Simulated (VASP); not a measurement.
# A VASP study of BaTi2Bi2O (r2SCAN + rVV10): structure first, properties next

Wanted: the relaxed cell of BaTi2Bi2O and its properties. The steps: full relaxation (r2SCAN + rVV10), second relaxation, single point with fields (r2SCAN + rVV10), band structure (r2SCAN + rVV10), total and projected DOS (r2SCAN + rVV10), field gradients at the nuclei (r2SCAN + rVV10) and optical spectrum (r2SCAN + rVV10). The start is a computed cell from the Materials Project.

Calculated with VASP 6.6.1; r2SCAN with rVV10, no spin polarisation; plane waves and PAW (Ba_sv, Ti_sv, Bi_d, O).

## (1) Starting point

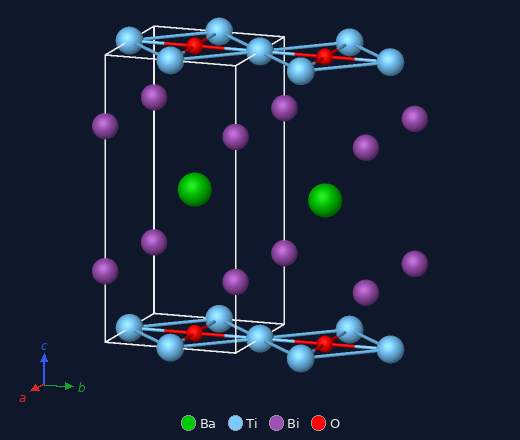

The starting structure, seen slightly off an axis (barium green, titanium blue, bismuth purple, oxygen red). 1×2×1 cells are drawn. Some periodic images of atoms are drawn too.

## (2) Full relaxation (r2SCAN + rVV10)

Properties are meant for the cell that this level of theory prefers, so cell and atoms are relaxed first (ISIF = 3) until forces and stress are small; EDIFFG sets the threshold. r2SCAN adds the kinetic-energy density, costs more than a GGA and is run with LASPH. LUSE_VDW switches on a nonlocal correlation term for dispersion.

Input file INCAR:

```
SYSTEM = BaTi2Bi2O
PREC = Accurate
ENCUT = 520
EDIFF = 1E-06
NELM = 100
ISMEAR = 0
SIGMA = 0.05
LREAL = .FALSE.
ALGO = Normal
METAGGA = R2SCAN
LUSE_VDW = .TRUE.
IVDW_NL = 2
BPARAM = 11.95
CPARAM = 0.0093
LASPH = .TRUE.
NBANDS = 43
LORBIT = 11
LWAVE = .FALSE.
LCHARG = .FALSE.
KPAR = 4
IBRION = 2
NSW = 60
ISIF = 3
EDIFFG = -0.01
```

Input file POSCAR:

```
BaTi2Bi2O
1.0
    4.1153140000      0.0000000000      0.0000000000
    0.0000000000      4.1153140000      0.0000000000
    0.0000000000      0.0000000000      8.7072780000
Ba Ti Bi O
1 2 2 1
Direct
    0.5000000000      0.5000000000      0.5000000000
    0.0000000000      0.5000000000      0.0000000000
    0.5000000000      0.0000000000      0.0000000000
    0.0000000000      0.0000000000      0.2475640000
    0.0000000000      0.0000000000      0.7524360000
    0.5000000000      0.5000000000      0.0000000000
```

Input file KPOINTS:

```
Automatic mesh
0
Gamma
6 6 3
0 0 0
```

Potentials, in the order of the species: Ba_sv, Ti_sv, Bi_d and O (PBE family, release 64).

On the command line:

```sh
mpirun -np 4 vasp_std
```

Log:

```text
[banner, memory and clock lines left out]
running    4 mpi-ranks, on    1 nodes
 distrk:  each k-point on    1 cores,    4 groups
 distr:  one band on    1 cores,    1 groups

 POSCAR found type information on POSCAR BaTiBiO
 POSCAR found :  4 types and       6 ions
|                                                                             |
|               ----> ADVICE to this user running VASP <----                  |
|                                                                             |
|     You have switched on vdW-DFT.                                           |
|     This routine was written and supplied by Jiri Klimes. We recommend      |
|     that you carefully read and cite the following publications:            |
|       J. Klimes, D.R. Bowler, A. Michelides                                 |
|          J. Phys.: Cond Matt. 22 022201 (2010)                              |
|       J. Klimes, D.R. Bowler, A. Michelides                                 |
|          Phys. Rev. B. 83, 195131 (2011)                                    |
|     and references therein.                                                 |
|                                                                             |

|                                                                             |
|               ----> ADVICE to this user running VASP <----                  |
|                                                                             |
|     You enforced a specific xc type in the INCAR file but a different       |
|     [... a line on the potential file left out ...]
|     I HOPE YOU KNOW WHAT YOU ARE DOING!                                     |
|                                                                             |

 LDA part: xc-table for (None), standard interpolation
 POSCAR, INCAR and KPOINTS ok, starting setup
 FFT: planning ... GRIDC
 FFT: planning ... GRID_SOFT
 FFT: planning ... GRID
 WAVECAR not read
 entering main loop
       N       E                     dE             d eps       ncg     rms          rms(c)
Total rVV10 correction in eV:      1.7089642    72.6787400
Total rVV10 correction in eV:      1.7089642    72.6787400
Total rVV10 correction in eV:      1.7089642    72.6787400
Total rVV10 correction in eV:      1.7089642    72.6787400
DAV:   1     0.814716977561E+03    0.81472E+03   -0.36176E+04  1720   0.194E+03
DAV:   2    -0.544689139841E+02   -0.86919E+03   -0.85133E+03  1755   0.574E+02
DAV:   3    -0.193402815556E+03   -0.13893E+03   -0.13661E+03  2704   0.223E+02
DAV:   4    -0.204749307182E+03   -0.11346E+02   -0.11236E+02  2776   0.551E+01
DAV:   5    -0.205520643279E+03   -0.77134E+00   -0.77025E+00  2544   0.104E+01    0.190E+01
Total rVV10 correction in eV:      1.6908401    72.6787400
Total rVV10 correction in eV:      1.6908401    72.6787400
Total rVV10 correction in eV:      1.6908401    72.6787400
Total rVV10 correction in eV:      1.6908401    72.6787400
DAV:   6    -0.183784892178E+03    0.21736E+02   -0.67795E+01  2420   0.520E+01    0.102E+01
Total rVV10 correction in eV:      1.7051089    72.6787399
Total rVV10 correction in eV:      1.7051089    72.6787399
Total rVV10 correction in eV:      1.7051089    72.6787399
Total rVV10 correction in eV:      1.7051089    72.6787399
DAV:   7    -0.182008001077E+03    0.17769E+01   -0.15973E+01  2314   0.199E+01    0.493E+00
Total rVV10 correction in eV:      1.7053654    72.6787399
Total rVV10 correction in eV:      1.7053654    72.6787399
Total rVV10 correction in eV:      1.7053654    72.6787399
Total rVV10 correction in eV:      1.7053654    72.6787399
DAV:   8    -0.181893562248E+03    0.11444E+00   -0.16986E+00  2189   0.578E+00    0.216E+00
Total rVV10 correction in eV:      1.7139100    72.6787399
Total rVV10 correction in eV:      1.7139100    72.6787399
Total rVV10 correction in eV:      1.7139100    72.6787399
Total rVV10 correction in eV:      1.7139100    72.6787399
DAV:   9    -0.181895537019E+03   -0.19748E-02   -0.81179E-01  2325   0.409E+00    0.104E+00
Total rVV10 correction in eV:      1.7141696    72.6787399
Total rVV10 correction in eV:      1.7141696    72.6787399
Total rVV10 correction in eV:      1.7141696    72.6787399
Total rVV10 correction in eV:      1.7141696    72.6787399
DAV:  10    -0.181891141656E+03    0.43954E-02   -0.11157E-01  2237   0.189E+00    0.569E-01
Total rVV10 correction in eV:      1.7144907    72.6787399
Total rVV10 correction in eV:      1.7144907    72.6787399
Total rVV10 correction in eV:      1.7144907    72.6787399
Total rVV10 correction in eV:      1.7144907    72.6787399
DAV:  11    -0.181889087821E+03    0.20538E-02   -0.11998E-02  2240   0.658E-01    0.319E-01
Total rVV10 correction in eV:      1.7155553    72.6787399
Total rVV10 correction in eV:      1.7155553    72.6787399
Total rVV10 correction in eV:      1.7155553    72.6787399
Total rVV10 correction in eV:      1.7155553    72.6787399
DAV:  12    -0.181889651637E+03   -0.56382E-03   -0.62701E-03  2400   0.497E-01    0.492E-02
Total rVV10 correction in eV:      1.7156325    72.6787399
Total rVV10 correction in eV:      1.7156325    72.6787399
Total rVV10 correction in eV:      1.7156325    72.6787399
Total rVV10 correction in eV:      1.7156325    72.6787399
DAV:  13    -0.181889694069E+03   -0.42432E-04   -0.58400E-04  2421   0.125E-01    0.251E-02
Total rVV10 correction in eV:      1.7156979    72.6787399
Total rVV10 correction in eV:      1.7156979    72.6787399
Total rVV10 correction in eV:      1.7156979    72.6787399
Total rVV10 correction in eV:      1.7156979    72.6787399
DAV:  14    -0.181889703705E+03   -0.96364E-05   -0.74858E-05  2640   0.432E-02    0.116E-02
Total rVV10 correction in eV:      1.7156795    72.6787399
Total rVV10 correction in eV:      1.7156795    72.6787399
Total rVV10 correction in eV:      1.7156795    72.6787399
Total rVV10 correction in eV:      1.7156795    72.6787399
DAV:  15    -0.181889701463E+03    0.22426E-05   -0.10208E-05  1941   0.146E-02    0.361E-03
Total rVV10 correction in eV:      1.7156512    72.6787399
Total rVV10 correction in eV:      1.7156512    72.6787399
Total rVV10 correction in eV:      1.7156512    72.6787399
Total rVV10 correction in eV:      1.7156512    72.6787399
DAV:  16    -0.181889700547E+03    0.91615E-06   -0.15885E-06  1458   0.878E-03
Total rVV10 correction in eV:      1.7156580    72.6787399
Total rVV10 correction in eV:      1.7156580    72.6787399
Total rVV10 correction in eV:      1.7156580    72.6787399
Total rVV10 correction in eV:      1.7156580    72.6787399
Total rVV10 correction in eV:      1.7156517    72.6787399
Total rVV10 correction in eV:      1.7156517    72.6787399
Total rVV10 correction in eV:      1.7156517    72.6787399
[...]
Total rVV10 correction in eV:      1.7199824    72.6787399
Total rVV10 correction in eV:      1.7199824    72.6787399
Total rVV10 correction in eV:      1.7199824    72.6787399
DAV:   1    -0.183762897306E+03   -0.18732E+01   -0.47856E+01  2081   0.629E+01    0.952E+00
Total rVV10 correction in eV:      1.6867448    72.6787427
Total rVV10 correction in eV:      1.6867448    72.6787427
Total rVV10 correction in eV:      1.6867448    72.6787427
Total rVV10 correction in eV:      1.6867448    72.6787427
DAV:   2    -0.182663957995E+03    0.10989E+01   -0.13200E+01  2301   0.235E+01    0.424E+00
Total rVV10 correction in eV:      1.6880909    72.6787428
Total rVV10 correction in eV:      1.6880909    72.6787428
Total rVV10 correction in eV:      1.6880909    72.6787428
Total rVV10 correction in eV:      1.6880909    72.6787428
DAV:   3    -0.181996552510E+03    0.66741E+00   -0.35532E+00  2359   0.107E+01    0.279E+00
Total rVV10 correction in eV:      1.6813120    72.6787428
Total rVV10 correction in eV:      1.6813120    72.6787428
Total rVV10 correction in eV:      1.6813120    72.6787428
Total rVV10 correction in eV:      1.6813120    72.6787428
DAV:   4    -0.181889538389E+03    0.10701E+00   -0.71867E-01  2191   0.609E+00    0.493E-01
Total rVV10 correction in eV:      1.6807253    72.6787428
Total rVV10 correction in eV:      1.6807253    72.6787428
Total rVV10 correction in eV:      1.6807253    72.6787428
Total rVV10 correction in eV:      1.6807253    72.6787428
DAV:   5    -0.181894063982E+03   -0.45256E-02   -0.13823E-01  2674   0.145E+00    0.472E-01
Total rVV10 correction in eV:      1.6804232    72.6787428
Total rVV10 correction in eV:      1.6804232    72.6787428
Total rVV10 correction in eV:      1.6804232    72.6787428
Total rVV10 correction in eV:      1.6804232    72.6787428
DAV:   6    -0.181897165810E+03   -0.31018E-02   -0.67745E-03  2275   0.365E-01    0.373E-01
Total rVV10 correction in eV:      1.6798057    72.6787428
Total rVV10 correction in eV:      1.6798057    72.6787428
Total rVV10 correction in eV:      1.6798057    72.6787428
Total rVV10 correction in eV:      1.6798057    72.6787428
DAV:   7    -0.181900984821E+03   -0.38190E-02   -0.46382E-03  2704   0.303E-01    0.171E-01
Total rVV10 correction in eV:      1.6789968    72.6787428
Total rVV10 correction in eV:      1.6789968    72.6787428
Total rVV10 correction in eV:      1.6789968    72.6787428
Total rVV10 correction in eV:      1.6789968    72.6787428
DAV:   8    -0.181902731543E+03   -0.17467E-02   -0.36279E-03  2933   0.261E-01    0.935E-02
Total rVV10 correction in eV:      1.6785810    72.6787428
Total rVV10 correction in eV:      1.6785810    72.6787428
Total rVV10 correction in eV:      1.6785810    72.6787428
Total rVV10 correction in eV:      1.6785810    72.6787428
DAV:   9    -0.181902958845E+03   -0.22730E-03   -0.40387E-04  2506   0.102E-01    0.185E-02
Total rVV10 correction in eV:      1.6785444    72.6787428
Total rVV10 correction in eV:      1.6785444    72.6787428
Total rVV10 correction in eV:      1.6785444    72.6787428
Total rVV10 correction in eV:      1.6785444    72.6787428
DAV:  10    -0.181902965983E+03   -0.71380E-05   -0.98551E-05  2685   0.367E-02    0.575E-03
Total rVV10 correction in eV:      1.6785456    72.6787428
Total rVV10 correction in eV:      1.6785456    72.6787428
Total rVV10 correction in eV:      1.6785456    72.6787428
Total rVV10 correction in eV:      1.6785456    72.6787428
DAV:  11    -0.181902966325E+03   -0.34152E-06   -0.73888E-06  1831   0.133E-02
Total rVV10 correction in eV:      1.6785422    72.6787428
Total rVV10 correction in eV:      1.6785422    72.6787428
Total rVV10 correction in eV:      1.6785422    72.6787428
Total rVV10 correction in eV:      1.6785422    72.6787428
Total rVV10 correction in eV:      1.6785417    72.6787428
Total rVV10 correction in eV:      1.6785417    72.6787428
Total rVV10 correction in eV:      1.6785417    72.6787428
Total rVV10 correction in eV:      1.6785417    72.6787428
   2 F= -.18190297E+03 E0= -.18189999E+03  d E =-.132658E-01
[...]
3 F= -.18191909E+03 E0= -.18191613E+03  d E =-.293939E-01
[...]
4 F= -.18192092E+03 E0= -.18191762E+03  d E =-.182819E-02
[...]
5 F= -.18192149E+03 E0= -.18191794E+03  d E =-.239762E-02
[...]
6 F= -.18192153E+03 E0= -.18191791E+03  d E =-.243617E-02
[...]
7 F= -.18192180E+03 E0= -.18191813E+03  d E =-.268930E-03
 trial-energy change:   -0.000269  1 .order   -0.000270   -0.000332   -0.000208
 step:   2.9486(harm=  2.9486)  dis= 0.00747  next Energy=  -181.921974 (dE=-0.443E-03)
 bond charge predicted
       N       E                     dE             d eps       ncg     rms          rms(c)
Total rVV10 correction in eV:      1.6944853    72.6787418
Total rVV10 correction in eV:      1.6944853    72.6787418
Total rVV10 correction in eV:      1.6944853    72.6787418
Total rVV10 correction in eV:      1.6944853    72.6787418
DAV:   1    -0.181922366771E+03   -0.56766E-03   -0.36149E-01  1917   0.293E+00    0.309E-01
Total rVV10 correction in eV:      1.6935761    72.6787415
Total rVV10 correction in eV:      1.6935761    72.6787415
Total rVV10 correction in eV:      1.6935761    72.6787415
Total rVV10 correction in eV:      1.6935761    72.6787415
DAV:   2    -0.181924858691E+03   -0.24919E-02   -0.37601E-02  2221   0.114E+00    0.317E-01
Total rVV10 correction in eV:      1.6937892    72.6787415
Total rVV10 correction in eV:      1.6937892    72.6787415
Total rVV10 correction in eV:      1.6937892    72.6787415
Total rVV10 correction in eV:      1.6937892    72.6787415
DAV:   3    -0.181922062153E+03    0.27965E-02   -0.11876E-02  2468   0.511E-01    0.976E-02
Total rVV10 correction in eV:      1.6936220    72.6787415
Total rVV10 correction in eV:      1.6936220    72.6787415
Total rVV10 correction in eV:      1.6936220    72.6787415
Total rVV10 correction in eV:      1.6936220    72.6787415
DAV:   4    -0.181921975133E+03    0.87020E-04   -0.82723E-04  2232   0.191E-01    0.343E-02
Total rVV10 correction in eV:      1.6935614    72.6787415
Total rVV10 correction in eV:      1.6935614    72.6787415
Total rVV10 correction in eV:      1.6935614    72.6787415
Total rVV10 correction in eV:      1.6935614    72.6787415
DAV:   5    -0.181921968301E+03    0.68325E-05   -0.18402E-04  2746   0.804E-02    0.161E-02
Total rVV10 correction in eV:      1.6935728    72.6787415
Total rVV10 correction in eV:      1.6935728    72.6787415
Total rVV10 correction in eV:      1.6935728    72.6787415
Total rVV10 correction in eV:      1.6935728    72.6787415
DAV:   6    -0.181921971271E+03   -0.29706E-05   -0.13663E-05  2045   0.225E-02    0.104E-02
Total rVV10 correction in eV:      1.6935685    72.6787415
Total rVV10 correction in eV:      1.6935685    72.6787415
Total rVV10 correction in eV:      1.6935685    72.6787415
Total rVV10 correction in eV:      1.6935685    72.6787415
DAV:   7    -0.181921975515E+03   -0.42437E-05   -0.31999E-06  1855   0.123E-02    0.322E-03
Total rVV10 correction in eV:      1.6935621    72.6787415
Total rVV10 correction in eV:      1.6935621    72.6787415
Total rVV10 correction in eV:      1.6935621    72.6787415
Total rVV10 correction in eV:      1.6935621    72.6787415
DAV:   8    -0.181921976156E+03   -0.64093E-06   -0.97106E-07  1083   0.622E-03
Total rVV10 correction in eV:      1.6935603    72.6787415
Total rVV10 correction in eV:      1.6935603    72.6787415
Total rVV10 correction in eV:      1.6935603    72.6787415
Total rVV10 correction in eV:      1.6935603    72.6787415
Total rVV10 correction in eV:      1.6935602    72.6787415
Total rVV10 correction in eV:      1.6935602    72.6787415
Total rVV10 correction in eV:      1.6935602    72.6787415
Total rVV10 correction in eV:      1.6935602    72.6787415
   8 F= -.18192198E+03 E0= -.18191822E+03  d E =-.445588E-03
 curvature:  -1.64 expect dE=-0.137E-04 dE for cont linesearch -0.677E-08
 trial: gam= 0.03855 g(F)=  0.629E-06 g(S)=  0.775E-05 ort = 0.117E-05 (trialstep = 0.147E+01)
 search vector abs. value=  0.897E-05
 reached required accuracy - stopping structural energy minimisation
```

Run time: 27 min. Hardware: 4 MPI ranks of AMD EPYC 7R43, shared host; peak memory 2.3 GiB; 1.8 h of CPU time.

Lines that name or quote the potential files are left out of all logs, and their timing lines are given in words.

[end of part 1 of 6]

[Lines on the potential files, build, host, timing and source positions are cut from VASP's logs without a mark.]

[Logs are printed without paths, hosts, clocks, repeated set-up lines and the standing remarks that a program may print on its own settings, such as how far it seeks lower states.]

[Hosts, paths, dates, database ids (printed as entryN), source tags and the programs' standing remarks are cut or masked in the printed files.]

[A measured line is paired with the nearest computed mode of its activity, which favours agreement.]
